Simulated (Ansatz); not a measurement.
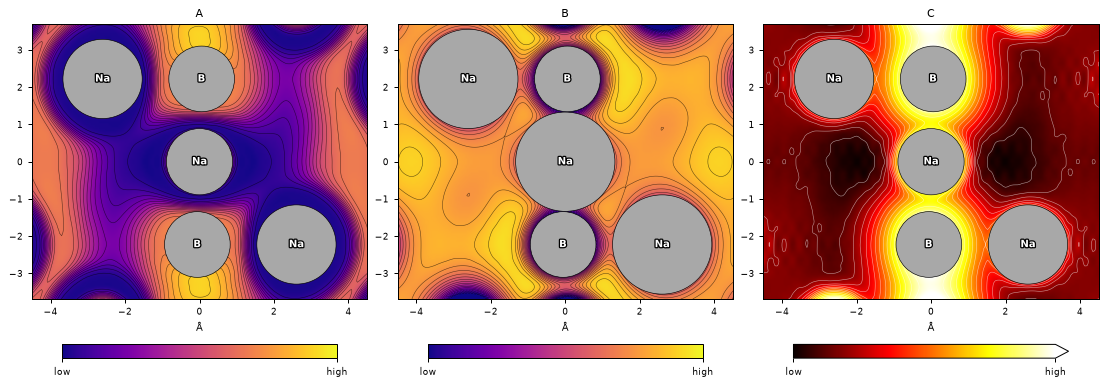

Na₃B₂: 3 fields on the (110) plane of the conventional cell, with unlabelled colour scales. Grey discs cover the atomic cores.

Space group P-3m1; started from the A-type sesquioxide_164 prototype, which need not be the ambient phase; computed without spin polarisation.

These are results of Ansatz, DFT PBE, scalar-relativistic, plane waves, PAW, not measurements.

```xyz
5
Lattice="3.8506 0.0000 0.0000 -1.9253 3.3347 0.0000 0.0000 0.0000 8.3100" Properties=species:S:1:pos:R:3 pbc="T T T"
Na    0.0000    0.0000    0.0000
Na    0.0000    2.2232    5.7068
Na    1.9253    1.1116    2.6032
B     0.0000    2.2232    0.0576
B     1.9253    1.1116    8.2524
```

Question: The panels show electron localisation function, electrostatic potential energy of an electron and valence pseudo-density in some order. Assign them.

Answer: Panel A: electron localisation function. Panel B: electrostatic potential energy of an electron (low next to the atoms, rising into the space between them). Panel C: valence pseudo-density.
